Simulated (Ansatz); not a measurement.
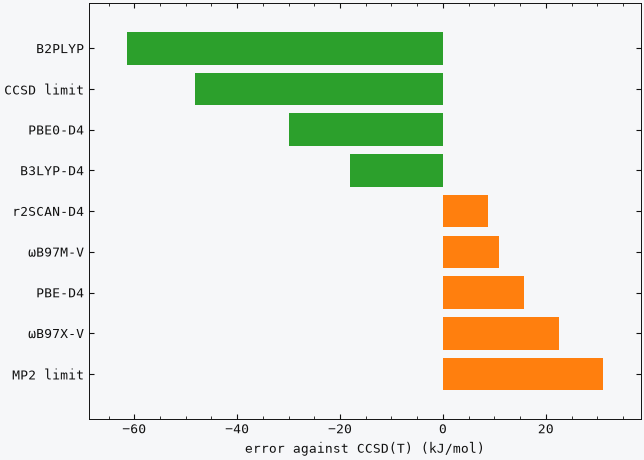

Error in the electronic atomisation energy (method less reference, so positive means overbinding) of CH₆AlFSSi, SMILES F[C@@H]([SiH3])[AlH][SH], singlet: functionals in def2-TZVPP against frozen-core CCSD(T) at the limit (MP2 extrapolated from triple and quadruple zeta, plus CCSD(T) less MP2 in a smaller set), which gives 3458.9 kJ/mol, at a PBE0-D4/def2-TZVP geometry (no frequency check), no zero-point or spin-orbit term, the Ansatz code. The reference leaves out core correlation, a term that grows with the number of heavy atoms. B2PLYP holds a correlation term that converges slowly with the basis, so part of the distance to the limit is basis error. No dispersion term is added to B2PLYP. Limit means the basis limit.

Which of these levels overbind, and which underbind?

Overbind: MP2 limit. Underbind: B2PLYP, CCSD limit and PBE0-D4. Within 25 kJ/mol of zero, too close to call in view of what the reference leaves out: B3LYP-D4, r2SCAN-D4, ωB97M-V, PBE-D4 and ωB97X-V.

Give the values.

| level | kJ/mol |
| --- | --- |
| B2PLYP | −61.4 |
| CCSD limit | −48.3 |
| PBE0-D4 | −30.0 |
| B3LYP-D4 | −18.0 |
| r2SCAN-D4 | 8.7 |
| ωB97M-V | 10.9 |
| PBE-D4 | 15.7 |
| ωB97X-V | 22.6 |
| MP2 limit | 31.1 |

Caveats, for all or some of the runs: one conformer of a flexible molecule.
